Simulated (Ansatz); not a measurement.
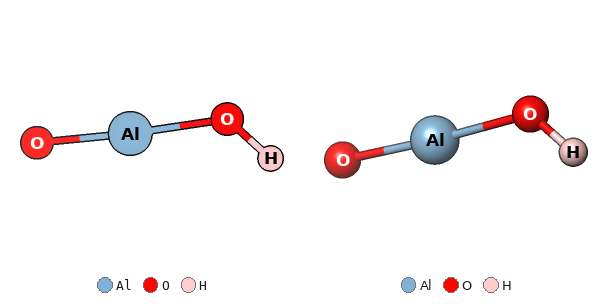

Two views of one molecule.

The geometry was computed by an optimisation with PBE0-D4/def2-TZVP.

What is the molecular formula?

Answer. AlHO2, 4 atoms: 1 aluminium, 1 hydrogen and 2 oxygen.

Count the bonded pairs by element.

Answer. 2 Al–O, 1 O–H. Sticks follow a distance rule.

More results for the same structure follow; atom numbers are the same in all pictures, views and colours differ.

**Shape**

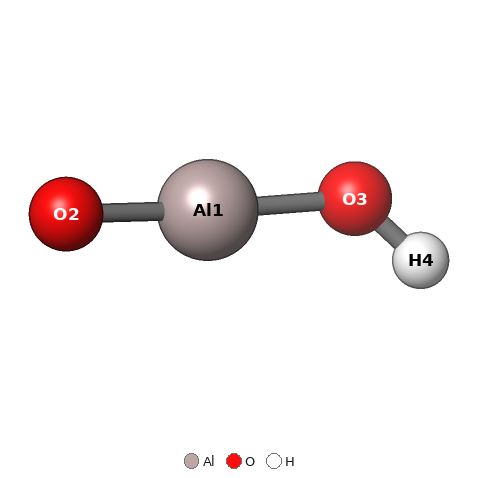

Which atoms are bonded, and how long are the bonds?

```csv
bond,length (Å)
Al1–O2,1.595
Al1–O3,1.666
O3–H4,0.954
```

**Vibrations**

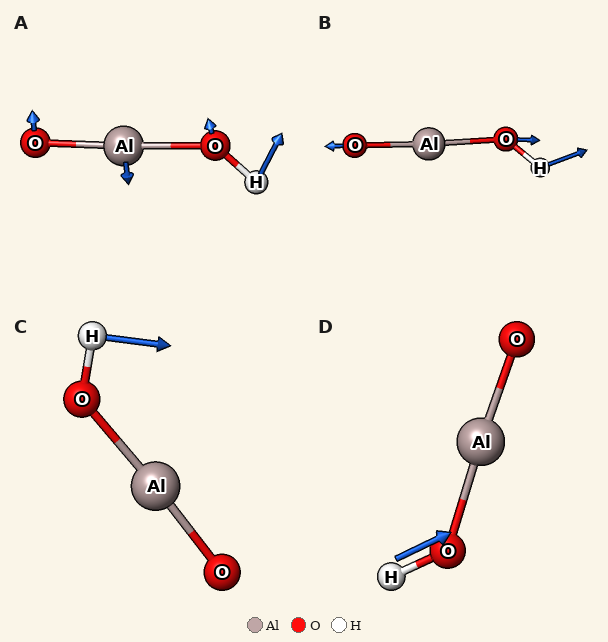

4 normal modes of one molecule or complex, as arrows. Harmonic vibrations computed with RKS PBE0-D4/def2-TZVP (Ansatz 0.2.0) at a stationary point of the same level.

Match the panels to the wavenumbers 207 cm⁻¹, 478 cm⁻¹, 783 cm⁻¹, 3989 cm⁻¹.

Answer. A: 207 cm⁻¹
B: 783 cm⁻¹
C: 478 cm⁻¹, Al–O–H bending
D: 3989 cm⁻¹, O–H stretching

**Dipole moment**

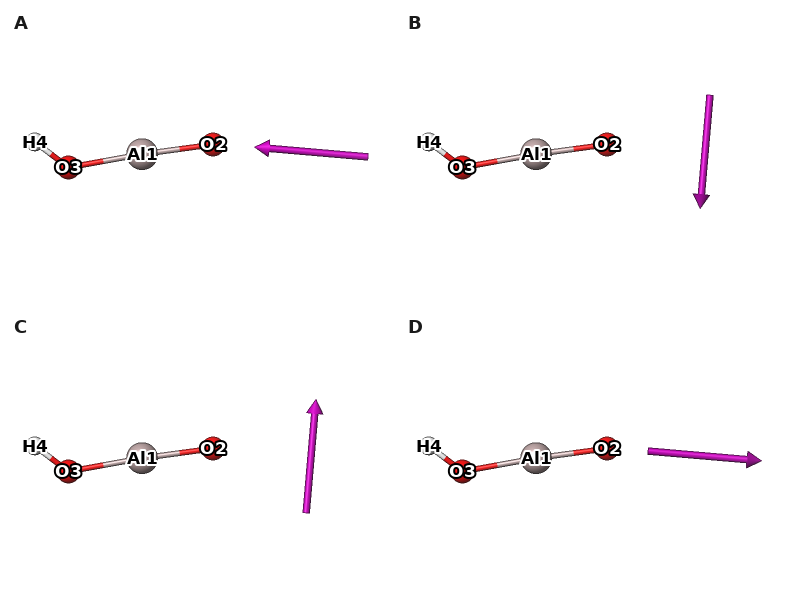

The same molecule four times, each with an arrow. Level of theory: RKS PBE0-D4/def2-TZVP (Ansatz 0.2.0).

Which arrow points along the dipole moment, from the negative to the positive end?

Answer. A. The dipole moment is 5.30 D; it points from the side of O2 to the side of H4 (the outermost atoms at the two ends).

**Electronic properties**

Properties computed with RKS PBE0-D4/def2-TZVPP (Ansatz 0.2.0).

Give the LUMO energy (Kohn–Sham orbital) at this level.

Answer. −2.29 eV.

Estimate the HOMO energy (Kohn–Sham orbital).

Answer. −7.52 eV.
